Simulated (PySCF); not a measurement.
Geometry relaxation, with input and output: C$_{2}$H$_{2}$F$_{2}$

C$_{2}$H$_{2}$F$_{2}$, computed with B3LYP/6-31G*, RKS (PySCF 2.14.0).

The geometry comes from this level: GFN2-xTB symmetrised. Figures and captions count atoms from 1; the log counts them from 0 in places.

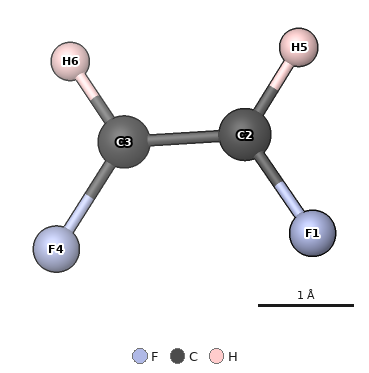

The structure as given in the input (ball-and-stick view, seen at a tilt; atoms are numbered from 1 in the order of the input).

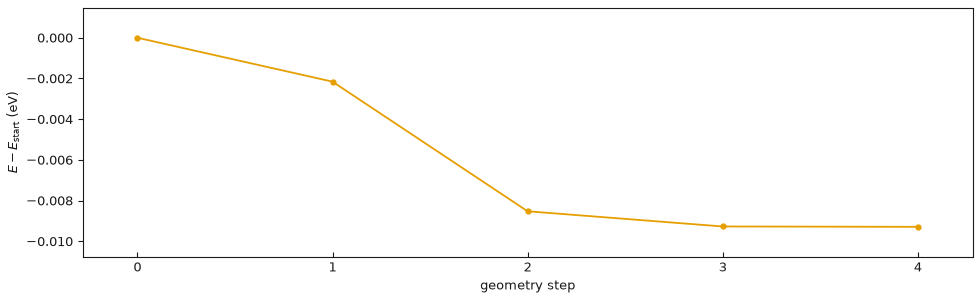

Progress of the relaxation, step by step (steps are counted from 0).

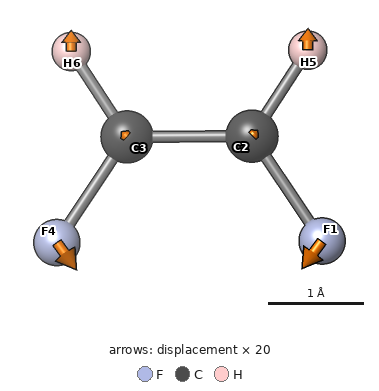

The starting structure with the displacements as orange arrows, magnified 20 times (ball-and-stick view, seen on its broad side). The two geometries are laid on each other by the best rigid fit. The largest moves after the best rigid fit, 0.019 Å, are those of F1 and F4. Largest moves by element: F 0.019 Å, H 0.012 Å, C 0.005 Å. Distances before and after: C3–F4 1.335 → 1.342 Å, C2–C3 1.321 → 1.328 Å, C2–H5 1.079 → 1.084 Å. After 4 geometry steps the energy has fallen by 0.009 eV. The largest force component goes from 0.3 to 0.0049 eV/Å. (Atoms are counted from 1 in the order of the input.)

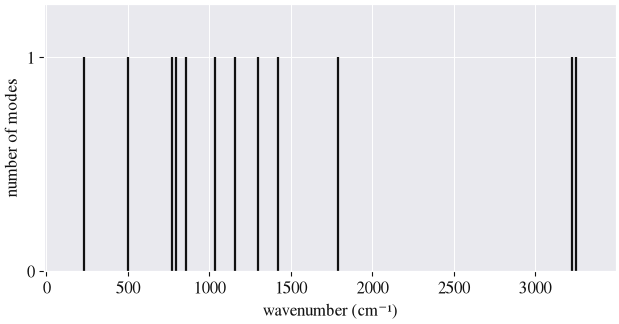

Harmonic vibrational wavenumbers from the force constants; neighbouring modes closer than 14 cm⁻¹ are counted in one stick. 12 modes from 228 to 3254 cm⁻¹, none imaginary.

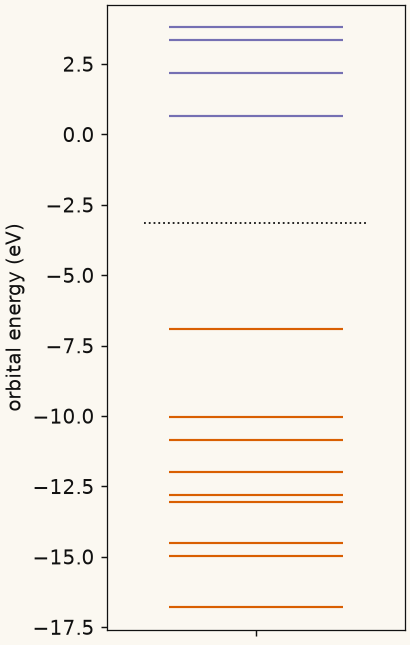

Orbital energies near the frontier; the dotted line parts filled from empty levels, and levels within 0.02 eV of each other stand side by side. Highest filled −6.91 eV, lowest empty 0.65 eV, 7.56 eV apart.

The input that produced these results follows, with the program's output.

The input (calc.py)
```python
from pyscf import gto, dft, symm
from pyscf.hessian import thermo
from pyscf.geomopt.geometric_solver import kernel as optimise

mol = gto.M(
    atom='''
F        0.507722      -0.413295      -1.328882
C        0.720691       0.450587      -0.333638
C       -0.012155       0.499387       0.764332
F       -1.047130      -0.309920       1.000995
H        1.555236       1.109731      -0.514511
H        0.168952       1.201984       1.562586
''',
    verbose=3,
    spin=0,
    max_memory=1860,
    basis='6-31g*',
)

mf = dft.RKS(mol)
mf.xc = 'b3lyp'
mf.grids.level = 4
mf.conv_tol = 1e-10
converged, mol_eq = optimise(mf, maxsteps=80)
print('converged:', converged)
print(mol_eq.tostring())

mf.reset(mol_eq)
mol = mol_eq
mf.kernel()
e_tot = mf.e_tot
print('Final energy', e_tot)
hess = mf.Hessian().kernel()
modes = thermo.harmonic_analysis(mol, hess)
thermo.dump_normal_mode(mol, modes)
symm.geom.TOLERANCE = 1e-3  # for the symmetry number
th = thermo.thermo(mf, modes['freq_au'], 298.15, 101325)
thermo.dump_thermo(mol, th)
```

Launch command:
```bash
OMP_NUM_THREADS=1 python calc.py
```

The program's output
```
#|     Arguments passed to driver run_optimizer():      |#
customengine              <pyscf.geomopt.geometric_solver.PySCFEngine object>
maxiter                   80
----------------------------------------------------------
Custom engine selected.
Bonds will be generated from interatomic distances less than 1.20 times sum of covalent radii
18 internal coordinates being used (instead of 18 Cartesians)
Internal coordinate system (atoms numbered from 1):
Distance 1-2
Distance 2-3
Distance 2-5
Distance 3-4
Distance 3-6
Angle 1-2-5
Angle 3-2-5
Angle 2-3-6
Angle 4-3-6
Out-of-Plane 2-1-3-5
Out-of-Plane 3-2-4-6
Dihedral 1-2-3-4
Dihedral 1-2-3-6
Dihedral 5-2-3-4
Dihedral 5-2-3-6
Translation-X 1-6
Translation-Y 1-6
Translation-Z 1-6
Rotation-A 1-6
Rotation-B 1-6
Rotation-C 1-6
<class 'geometric.internal.Distance'> : 5
<class 'geometric.internal.Angle'> : 4
<class 'geometric.internal.OutOfPlane'> : 2
<class 'geometric.internal.Dihedral'> : 4
<class 'geometric.internal.TranslationX'> : 1
<class 'geometric.internal.TranslationY'> : 1
<class 'geometric.internal.TranslationZ'> : 1
<class 'geometric.internal.RotationA'> : 1
<class 'geometric.internal.RotationB'> : 1
<class 'geometric.internal.RotationC'> : 1
> ===== Optimization Info: ====
> Job type: Energy minimization
> Maximum number of optimization cycles: 80
> Initial / maximum trust radius (Angstrom): 0.100 / 0.300
> Convergence Criteria:
> Will converge when all 5 criteria are reached:
>  |Delta-E| < 1.00e-06
>  RMS-Grad  < 3.00e-04
>  Max-Grad  < 4.50e-04
>  RMS-Disp  < 1.20e-03
>  Max-Disp  < 1.80e-03
> === End Optimization Info ===

Geometry optimization cycle 1
Cartesian coordinates (Angstrom)
 Atom        New coordinates             dX        dY        dZ
   F   0.507722  -0.413295  -1.328882    0.000000  0.000000  0.000000
   C   0.720691   0.450587  -0.333638    0.000000  0.000000  0.000000
   C  -0.012155   0.499387   0.764332    0.000000  0.000000  0.000000
   F  -1.047130  -0.309920   1.000995    0.000000  0.000000  0.000000
   H   1.555236   1.109731  -0.514511    0.000000  0.000000  0.000000
   H   0.168952   1.201984   1.562586    0.000000  0.000000  0.000000

WARN: Mole.unit (angstrom) is changed to Bohr

converged SCF energy = -277.036854613205
--------------- RKS_Scanner gradients ---------------
         x                y                z
0 F     0.0032480675     0.0058450547     0.0042092728
1 C    -0.0048261863    -0.0018757989     0.0039720205
2 C     0.0017154789    -0.0022948295    -0.0058634621
3 F     0.0053561484     0.0056838549     0.0010350483
4 H    -0.0027689212    -0.0036875441    -0.0016463162
5 H    -0.0027338230    -0.0036901193    -0.0016984857
----------------------------------------------
cycle 1: E = -277.036854613  dE = -277.037  norm(grad) = 0.0160507
Step    0 : Gradient = 6.553e-03/7.901e-03 (rms/max) Energy = -277.0368546132
Hessian Eigenvalues: 2.30000e-02 2.78418e-02 2.78418e-02 ... 5.83457e-01 5.83459e-01 6.16884e-01

Geometry optimization cycle 2
Cartesian coordinates (Angstrom)
 Atom        New coordinates             dX        dY        dZ
   F   0.464311  -0.432254  -1.296925   -0.043411 -0.018959  0.031957
   C   0.730373   0.461077  -0.331841    0.009682  0.010490  0.001797
   C  -0.006040   0.510155   0.771836    0.006115  0.010768  0.007504
   F  -1.034945  -0.332344   0.949941    0.012185 -0.022424 -0.051054
   H   1.570992   1.119853  -0.521746    0.015756  0.010122 -0.007235
   H   0.169212   1.213217   1.579104    0.000260  0.011233  0.016518
converged SCF energy = -277.036933879334
--------------- RKS_Scanner gradients ---------------
         x                y                z
0 F    -0.0024292014    -0.0004442077     0.0027476921
1 C     0.0012038822    -0.0004015088    -0.0022825930
2 C    -0.0016544025    -0.0002003610     0.0020231888
3 F     0.0015899118    -0.0007052260    -0.0032902639
4 H     0.0003125069     0.0009010978     0.0009064027
5 H     0.0009890643     0.0008531477    -0.0001077970
----------------------------------------------
cycle 2: E = -277.036933879  dE = -7.92661e-05  norm(grad) = 0.00668127
Step    1 : Displace = 3.592e-02/5.721e-02 (rms/max) Trust = 1.000e-01 (=) Grad = 2.728e-03/3.722e-03 (rms/max) E (change) = -277.0369338793 (-7.927e-05) Quality = 0.163
Hessian Eigenvalues: 2.30000e-02 2.78417e-02 2.78418e-02 ... 4.97283e-01 5.83459e-01 6.06773e-01

Geometry optimization cycle 3
Cartesian coordinates (Angstrom)
 Atom        New coordinates             dX        dY        dZ
   F   0.484052  -0.427265  -1.317127    0.019741  0.004990 -0.020202
   C   0.726735   0.455686  -0.334850   -0.003638 -0.005391 -0.003009
   C  -0.010432   0.504800   0.769954   -0.004392 -0.005356 -0.001881
   F  -1.045787  -0.325292   0.975672   -0.010842  0.007052  0.025731
   H   1.565685   1.119531  -0.514824   -0.005307 -0.000322  0.006922
   H   0.173579   1.212251   1.571555    0.004368 -0.000966 -0.007549
converged SCF energy = -277.037167870926
--------------- RKS_Scanner gradients ---------------
         x                y                z
0 F    -0.0008810362    -0.0006361932     0.0002947732
1 C     0.0012213904     0.0000664268    -0.0016062270
2 C    -0.0010086141     0.0002075438     0.0017291971
3 F    -0.0001040513    -0.0006906730    -0.0008914395
4 H     0.0003850530     0.0005239133     0.0002409004
5 H     0.0003868653     0.0005184263     0.0002333769
----------------------------------------------
cycle 3: E = -277.037167871  dE = -0.000233992  norm(grad) = 0.00341039
Step    2 : Displace = 1.783e-02/2.877e-02 (rms/max) Trust = 1.796e-02 (-) Grad = 1.392e-03/2.019e-03 (rms/max) E (change) = -277.0371678709 (-2.340e-04) Quality = 0.904
Hessian Eigenvalues: 2.30000e-02 2.78417e-02 2.78418e-02 ... 5.43558e-01 5.83460e-01 6.34799e-01

Geometry optimization cycle 4
Cartesian coordinates (Angstrom)
 Atom        New coordinates             dX        dY        dZ
   F   0.492540  -0.423777  -1.324266    0.008488  0.003487 -0.007139
   C   0.724362   0.453376  -0.335214   -0.002373 -0.002310 -0.000365
   C  -0.011578   0.502621   0.768123   -0.001146 -0.002179 -0.001831
   F  -1.048691  -0.320844   0.986307   -0.002904  0.004448  0.010634
   H   1.561922   1.118297  -0.511477   -0.003763 -0.001234  0.003347
   H   0.175582   1.210992   1.566795    0.002002 -0.001259 -0.004761
converged SCF energy = -277.03719528931
--------------- RKS_Scanner gradients ---------------
         x                y                z
0 F     0.0000770531     0.0001725445     0.0001593483
1 C    -0.0002546749     0.0000071120     0.0003757945
2 C     0.0002562150     0.0000244777    -0.0003273634
3 F     0.0002045529     0.0001593653    -0.0000381108
4 H    -0.0001688949    -0.0001883992    -0.0000439110
5 H    -0.0001193400    -0.0001907180    -0.0001226890
----------------------------------------------
cycle 4: E = -277.037195289  dE = -2.74184e-05  norm(grad) = 0.000800595
Step    3 : Displace = 7.656e-03/1.175e-02 (rms/max) Trust = 2.540e-02 (+) Grad = 3.268e-04/4.540e-04 (rms/max) E (change) = -277.0371952893 (-2.742e-05) Quality = 0.930
Hessian Eigenvalues: 2.30002e-02 2.78418e-02 2.78418e-02 ... 5.37131e-01 5.83468e-01 6.39422e-01

Geometry optimization cycle 5
Cartesian coordinates (Angstrom)
 Atom        New coordinates             dX        dY        dZ
   F   0.492567  -0.423927  -1.324930    0.000026 -0.000150 -0.000664
   C   0.724476   0.453375  -0.335640    0.000115 -0.000001 -0.000426
   C  -0.011799   0.502477   0.768110   -0.000221 -0.000144 -0.000013
   F  -1.049353  -0.320686   0.987218   -0.000662  0.000158  0.000911
   H   1.562193   1.118918  -0.511168    0.000271  0.000621  0.000309
   H   0.176373   1.211494   1.566483    0.000791  0.000502 -0.000312
converged SCF energy = -277.037195926671
--------------- RKS_Scanner gradients ---------------
         x                y                z
0 F    -0.0000305565    -0.0000507183    -0.0000203905
1 C     0.0000880397     0.0000906483     0.0000153526
2 C     0.0000085602    -0.0000434989    -0.0000732176
3 F    -0.0000944811    -0.0000452457     0.0000685184
4 H     0.0000315880     0.0000226132    -0.0000105687
5 H    -0.0000084790     0.0000104602     0.0000236321
----------------------------------------------
cycle 5: E = -277.037195927  dE = -6.37361e-07  norm(grad) = 0.000213263
Step    4 : Displace = 7.234e-04/1.077e-03 (rms/max) Trust = 3.592e-02 (+) Grad = 8.706e-05/1.273e-04 (rms/max) E (change) = -277.0371959267 (-6.374e-07) Quality = 0.795
Hessian Eigenvalues: 2.30002e-02 2.78418e-02 2.78418e-02 ... 5.37131e-01 5.83468e-01 6.39422e-01
Converged! =D

converged: True
F           0.49256660       -0.42392723       -1.32492961
C           0.72447634        0.45337470       -0.33564023
C          -0.01179925        0.50247709        0.76811009
F          -1.04935311       -0.32068553        0.98721751
H           1.56219304        1.11891824       -0.51116808
H           0.17637266        1.21149397        1.56648297
converged SCF energy = -277.037195926688
Final energy -277.03719592668824
Mode                                 0                   1                   2
Irrep
Freq [cm^-1]                      228.3952            503.4611            771.4059
Reduced mass [au]                  14.4588              4.2950              8.0053
Force const [Dyne/A]                0.4444              0.6414              2.8067
Char temp [K]                     328.6098            724.3684           1109.8813
Normal mode                   x     y     z       x     y     z       x     y     z
       0   F                 0.10  0.02 -0.11    0.04 -0.04  0.03    0.03 -0.03 -0.08
       1   C                -0.03 -0.04 -0.02   -0.10  0.11 -0.07   -0.13 -0.08  0.06
       2   C                -0.03 -0.04 -0.02    0.10 -0.11  0.07   -0.01  0.09  0.14
       3   F                -0.06  0.03  0.14   -0.04  0.04 -0.03    0.07  0.02 -0.06
       4   H                -0.05  0.00  0.07   -0.18  0.19 -0.13   -0.13 -0.08  0.07
       5   H                 0.05 -0.00 -0.07    0.18 -0.19  0.13   -0.01  0.09  0.14
Mode                                 3                   4                   5
Irrep
Freq [cm^-1]                      796.3482            858.4417           1037.7380
Reduced mass [au]                   1.2875              1.2424              4.3794
Force const [Dyne/A]                0.4811              0.5394              2.7787
Char temp [K]                    1145.7678           1235.1065           1493.0739
Normal mode                   x     y     z       x     y     z       x     y     z
       0   F                 0.02 -0.02  0.01    0.00 -0.00  0.00    0.01  0.06  0.08
       1   C                -0.06  0.06 -0.04    0.06 -0.06  0.04   -0.10 -0.09  0.00
       2   C                -0.06  0.06 -0.04   -0.06  0.06 -0.04   -0.04 -0.10 -0.09
       3   F                 0.02 -0.02  0.01   -0.00  0.00 -0.00    0.08  0.06 -0.02
       4   H                 0.38 -0.41  0.27   -0.38  0.41 -0.27   -0.15  0.02  0.25
       5   H                 0.38 -0.40  0.27    0.39 -0.41  0.28    0.17  0.00 -0.24
Mode                                 6                   7                   8
Irrep
Freq [cm^-1]                     1157.0158           1297.6972           1421.8483
Reduced mass [au]                   3.1230              1.2289              1.4913
Force const [Dyne/A]                2.4632              1.2193              1.7764
Char temp [K]                    1664.6881           1867.0974           2045.7232
Normal mode                   x     y     z       x     y     z       x     y     z
       0   F                 0.03  0.07  0.06   -0.02 -0.04 -0.03    0.00 -0.01 -0.02
       1   C                -0.05 -0.10 -0.07    0.02  0.04  0.04    0.01  0.07  0.09
       2   C                 0.09  0.09  0.02    0.04  0.04 -0.00   -0.09 -0.07  0.03
       3   F                -0.07 -0.06 -0.00   -0.04 -0.04 -0.01    0.02  0.01 -0.01
       4   H                -0.01 -0.21 -0.30   -0.07  0.30  0.55    0.11 -0.23 -0.50
       5   H                 0.29  0.19 -0.12    0.49  0.26 -0.29    0.43  0.19 -0.31
Mode                                 9                  10                  11
Irrep
Freq [cm^-1]                     1790.1175           3229.8762           3253.7645
Reduced mass [au]                   6.9099              1.0864              1.1034
Force const [Dyne/A]               13.0462              6.6777              6.8829
Char temp [K]                    2575.5806           4647.0728           4681.4427
Normal mode                   x     y     z       x     y     z       x     y     z
       0   F                 0.00 -0.01 -0.02    0.00 -0.00 -0.00    0.00  0.00  0.00
       1   C                -0.08  0.04  0.17   -0.04 -0.03  0.01   -0.05 -0.03  0.02
       2   C                 0.13  0.02 -0.14    0.01  0.04  0.04   -0.00 -0.04 -0.05
       3   F                -0.02 -0.01  0.01    0.00  0.00 -0.00    0.00  0.00  0.00
       4   H                -0.06 -0.13 -0.11    0.52  0.41 -0.11    0.52  0.40 -0.12
       5   H                -0.13 -0.13 -0.00   -0.11 -0.44 -0.50    0.10  0.43  0.50
temperature 298.1500 [K]
pressure 101325.00 [Pa]
Rotational constants [GHz] 21.25744 5.79544 4.55390
Symmetry number 1
Zero-point energy (ZPE) 0.03724 [Eh]   97771.448 [J/mol]
                           tot       elec      trans        rot        vib
Entropy [J/mol/K]       274.380      0.000    160.621     99.848     13.911
Cv [J/mol/K]             49.216      0.000     12.472     12.472     24.272
Cp [J/mol/K]             57.530      0.000     20.786     12.472     24.272
Internal energy [J/mol]                      3718.434   3718.434 100502.041
Internal energy [Eh]   -276.99608  -277.03720
Enthalpy [J/mol]                             6197.391   3718.434 100502.041
Enthalpy [Eh]          -276.99514
Gibbs free energy [J/mol]                  -41691.732 -26051.218  96354.363
Gibbs free energy [Eh] -277.02630
```

Trajectory as extended XYZ (Å, eV, eV/Å), 5 frames, from step=0 to step=4
```
6
Properties=species:S:1:pos:R:3:forces:R:3 step=0 energy=-7538.55686
F     0.5077   -0.4133   -1.3289   -0.1670  -0.3006  -0.2165
C     0.7207    0.4506   -0.3336    0.2482   0.0965  -0.2042
C    -0.0122    0.4994    0.7643   -0.0882   0.1180   0.3015
F    -1.0471   -0.3099    1.0010   -0.2754  -0.2923  -0.0532
H     1.5552    1.1097   -0.5145    0.1424   0.1896   0.0847
H     0.1690    1.2020    1.5626    0.1406   0.1898   0.0873
6
Properties=species:S:1:pos:R:3:forces:R:3 step=1 energy=-7538.55901
F     0.4643   -0.4323   -1.2969    0.1249   0.0228  -0.1413
C     0.7304    0.4611   -0.3318   -0.0619   0.0206   0.1174
C    -0.0060    0.5102    0.7718    0.0851   0.0103  -0.1040
F    -1.0349   -0.3323    0.9499   -0.0818   0.0363   0.1692
H     1.5710    1.1199   -0.5217   -0.0161  -0.0463  -0.0466
H     0.1692    1.2132    1.5791   -0.0509  -0.0439   0.0055
6
Properties=species:S:1:pos:R:3:forces:R:3 step=2 energy=-7538.56538
F     0.4841   -0.4273   -1.3171    0.0453   0.0327  -0.0152
C     0.7267    0.4557   -0.3348   -0.0628  -0.0034   0.0826
C    -0.0104    0.5048    0.7700    0.0519  -0.0107  -0.0889
F    -1.0458   -0.3253    0.9757    0.0054   0.0355   0.0458
H     1.5657    1.1195   -0.5148   -0.0198  -0.0269  -0.0124
H     0.1736    1.2123    1.5716   -0.0199  -0.0267  -0.0120
6
Properties=species:S:1:pos:R:3:forces:R:3 step=3 energy=-7538.56613
F     0.4925   -0.4238   -1.3243   -0.0040  -0.0089  -0.0082
C     0.7244    0.4534   -0.3352    0.0131  -0.0004  -0.0193
C    -0.0116    0.5026    0.7681   -0.0132  -0.0013   0.0168
F    -1.0487   -0.3208    0.9863   -0.0105  -0.0082   0.0020
H     1.5619    1.1183   -0.5115    0.0087   0.0097   0.0023
H     0.1756    1.2110    1.5668    0.0061   0.0098   0.0063
6
Properties=species:S:1:pos:R:3:forces:R:3 step=4 energy=-7538.56614
F     0.4926   -0.4239   -1.3249    0.0016   0.0026   0.0010
C     0.7245    0.4534   -0.3356   -0.0045  -0.0047  -0.0008
C    -0.0118    0.5025    0.7681   -0.0004   0.0022   0.0038
F    -1.0494   -0.3207    0.9872    0.0049   0.0023  -0.0035
H     1.5622    1.1189   -0.5112   -0.0016  -0.0012   0.0005
H     0.1764    1.2115    1.5665    0.0004  -0.0005  -0.0012
```

Results in brief

```csv
quantity,value
outcome,converged
total energy,−277.037196 hartree
basis functions,60
HOMO,−6.91 eV
LUMO,0.65 eV
zero-point energy,0.037239 hartree
dipole moment,2.17 D
"wavenumbers, lowest and highest",228 and 3254 cm⁻¹
hardware,"1 thread of Arm Neoverse V2, 24 GiB of memory available, shared host"
wall time,1.8 min
peak memory,0.86 GiB
```

The record of the run, not the program, notes: symmetry number missed.
